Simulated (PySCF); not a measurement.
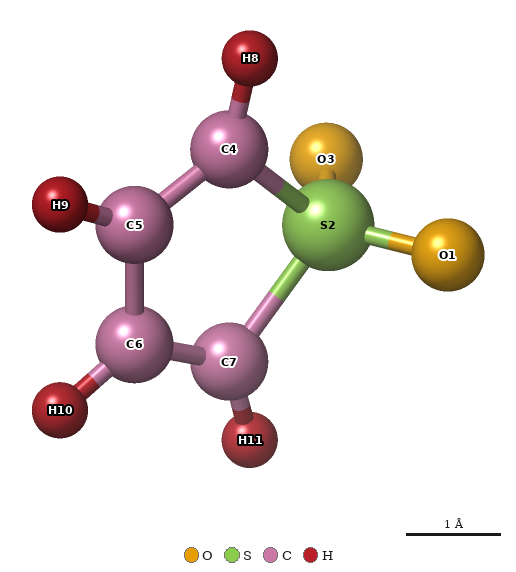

This is the input geometry for a relaxation of C₄H₄O₂S. Style: ball-and-stick. Shown at a tilt.

The start comes from GFN2-xTB.

Computed with PBE0-D3(BJ)/def2-SVP geometry optimisation, gas phase (PySCF 2.14.0, density-fitted response routines).

```xyz
11

O     2.0570    0.2617    1.2246
S     1.3258   -0.1173    0.0488
O     2.0701   -0.6259   -1.0683
C     0.2088    1.2013   -0.4662
C    -1.0357    0.7781   -0.3079
C    -1.1767   -0.5815    0.2171
C    -0.0418   -1.2161    0.4668
H     0.5652    2.1432   -0.8276
H    -1.9202    1.3532   -0.5334
H    -2.1628   -0.9910    0.3713
H     0.1156   -2.2030    0.8488
```

### Predict the outcome.

The largest moves after the best rigid fit, 0.053 Å, are those of H9 and H10. Largest moves by element: H 0.053 Å, O 0.043 Å, C 0.021 Å, S 0.006 Å. Near-neighbour distances that change, for instance: O1–S2 1.436 → 1.457 Å, C4–H8 1.070 → 1.090 Å, S2–C4 1.803 → 1.787 Å, C5–C6 1.464 → 1.480 Å. Bond angles that change, for instance: C6–C5–H9 119.4° → 121.8°, O1–S2–O3 117.8° → 120.1°, S2–C4–H8 122.3° → 120.1°. After 8 geometry steps the energy has fallen by 9.22 kJ/mol. The largest force component goes from 1.3 to 0.013 eV/Å.

The structure at the end:

```xyz
11

O     2.0432    0.2727    1.2537
S     1.3202   -0.1158    0.0503
O     2.0445   -0.6383   -1.1006
C     0.2110    1.1897   -0.4585
C    -1.0548    0.7868   -0.3118
C    -1.1972   -0.5875    0.2186
C    -0.0360   -1.2016    0.4643
H     0.6103    2.1360   -0.8223
H    -1.9235    1.4012   -0.5558
H    -2.1763   -1.0401    0.3857
H     0.1641   -2.2004    0.8505
```

The end point in the same view:

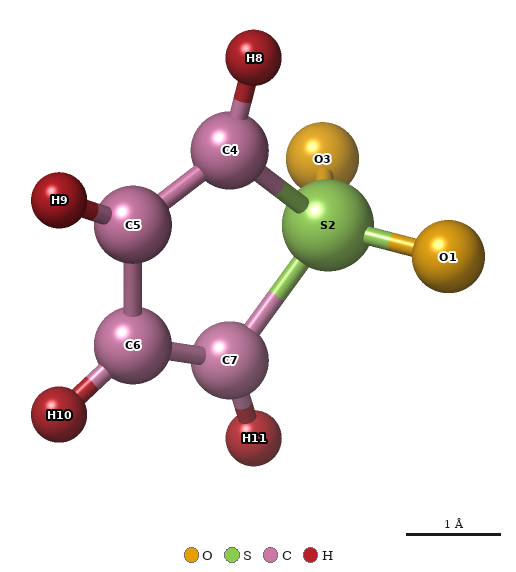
